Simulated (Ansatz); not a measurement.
**C2H7AlS: ladder of methods at one geometry in Python**

How do the methods compare on C2H7AlS, in result and in cost? Wanted for C2H7AlS: a ladder of methods at one geometry. SMILES: C[CH]([AlH2])S.

Computed with Ansatz 0.2.0, driven from Python. The levels of theory stand in the script.

**1. The system**

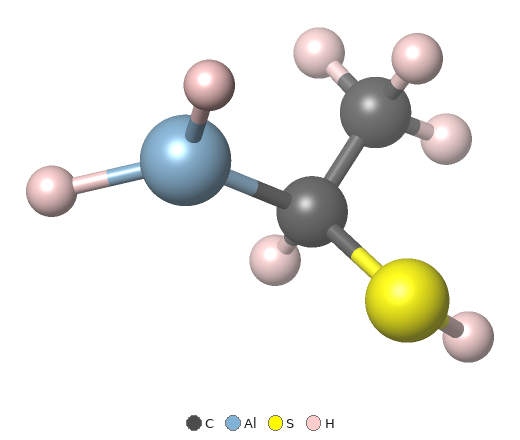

The structure that the script starts from, seen from a chosen angle (carbon dark grey, aluminium light blue, sulfur yellow, hydrogen pink).

No structure file is read: the coordinates are typed or built in the script.

**2. Script**

run_methods.py

```python
"""One geometry of C2H7AlS, method by method."""

from pathlib import Path

import ansatz as az
import numpy as np

GEOMETRY = """
C    -0.60960    0.87760   -0.56380
C    -0.23880   -0.41920    0.02000
Al    1.13690   -0.16310    1.40940
S     0.50190   -1.49570   -1.28000
H     0.20810    1.41790   -1.07860
H    -1.06410    1.60030    0.21760
H    -1.42630    0.76710   -1.33080
H    -1.07330   -0.88850    0.48880
H     0.89560   -0.61780    2.96560
H     2.56710    0.51020    1.06100
H    -0.83220   -1.64570   -1.88850
"""

mol = az.Crystal.molecule()
for line in GEOMETRY.strip().splitlines():
    symbol, *xyz = line.split()
    mol = mol.atom(symbol, [float(v) for v in xyz])

job = (
    mol.calculation()
    .basis(gaussian="def2-SVP")
    .accuracy("medium")
)

print("functional    E (Ha)        dipole (D)   HOMO (eV)  LUMO (eV)")
for name in ["r2scan0", "pbe", "hf", "blyp", "pbe0"]:
    r = job.functional(name).forces().orbitals().run(threads=1, runs_dir="runs").report
    lines = Path(r["orbitals_path"]).read_text().splitlines()
    field_of = lambda key: [line.split("=")[1].strip() for line in lines if line.startswith(key)]
    orbitals = [(27.211386 * float(e), s, float(n)) for e, s, n in zip(field_of("Ene="), field_of("Spin="), field_of("Occup="))]
    homo = max(e for e, _, n in orbitals if n > 0.5)
    lumo = min(e for e, _, n in orbitals if n < 0.5)
    dipole = 4.803205 * np.linalg.norm(r["charge_distribution"]["dipole_moment_e_ang"])
    print(f"{name:10s} {r['free_energy_ev'] / 27.211386246:14.6f} {dipole:9.3f} {homo:11.3f} {lumo:10.3f}")
```

**3. Running it**

The run is started by

```bash
$ python run_methods.py
```

Output:

```text
functional    E (Ha)        dipole (D)   HOMO (eV)  LUMO (eV)
r2scan0       -720.622552     1.919      -7.022     -1.397
pbe           -720.312551     1.806      -5.540     -2.315
hf            -718.956929     1.891      -9.807      1.290
blyp          -720.678775     1.687      -5.346     -2.177
pbe0          -720.389635     1.868      -6.832     -1.549
```

Wall time 18 s (1 thread of Arm Neoverse V2, shared host); peak memory 0.28 GiB.

Lines on the test bed's own set-up are left out of the output.

**4. What each run gave**

The 5 runs, in the order started:

| run | functional | energy (eV) | SCF cycles | CPU time (s) |
| --- | --- | --- | --- | --- |
| 1 | r2scan0 | -19609.1386 | 18 | 6.5 |
| 2 | pbe | -19600.7030 | 19 | 3 |
| 3 | hf | -19563.8147 | 11 | 1.4 |
| 4 | blyp | -19610.6685 | 18 | 3.1 |
| 5 | pbe0 | -19602.8006 | 17 | 3.7 |

Totals hang on method, basis and potentials, so only like runs compare.

The fields below are those of run 1.

**5. Orbitals and fields**

Orbitals, density, ELF and potential are computed afterwards from the orbital file.

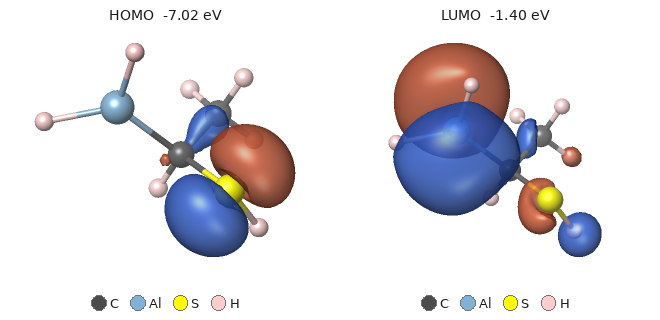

r2SCAN0/def2-SVP orbitals near the gap, drawn at the value that encloses 70 % of each; the two colours are the two signs.

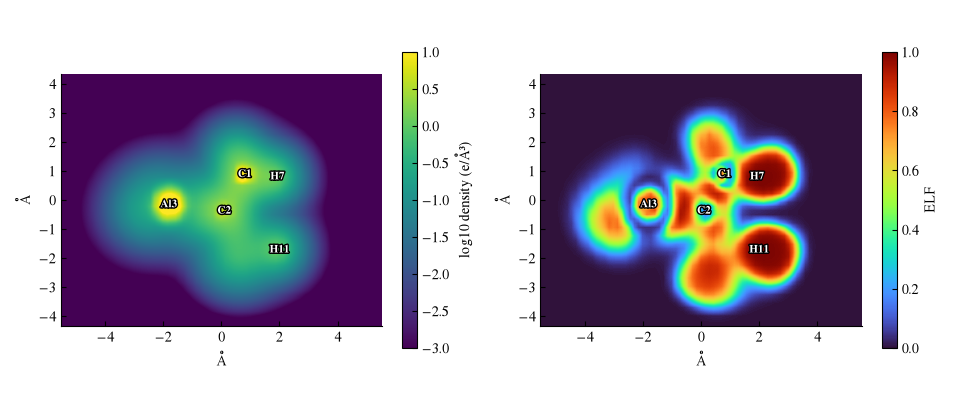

Density (left) and ELF (right) in a plane through or near 5 of the atoms.

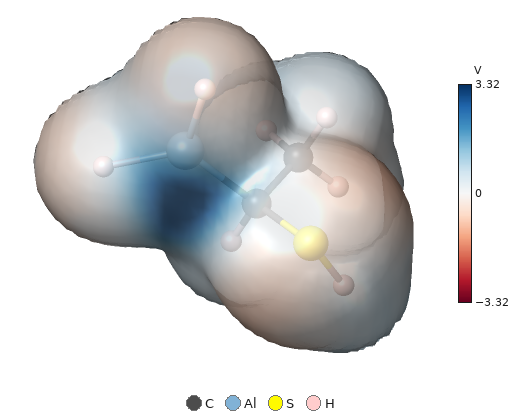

Electrostatic potential on the surface of density 0.002 e/bohr³; red is low, blue high. It runs, from the 1st to the 99th percentile, from -0.89 V near S4 to 3.32 V near Al3.

**6. Results**

| quantity | value |
| --- | --- |
| runs compared | 5 |
| HOMO-LUMO gap of the mean field (r2SCAN0/def2-SVP) | 5.63 eV |

What this shows: All 5 runs converged, in 11 to 19 cycles. The geometry is a force-field or estimated start, not a minimum of this method, and the basis set is short of its limit. A lower total doesn't mark the better method: functionals have no common bound, and MP2 and coupled cluster aren't variational. Levels such as HOMO and LUMO are orbital energies: with these approximate functionals they aren't the ionisation energy and electron affinity, and their gap isn't the fundamental gap.
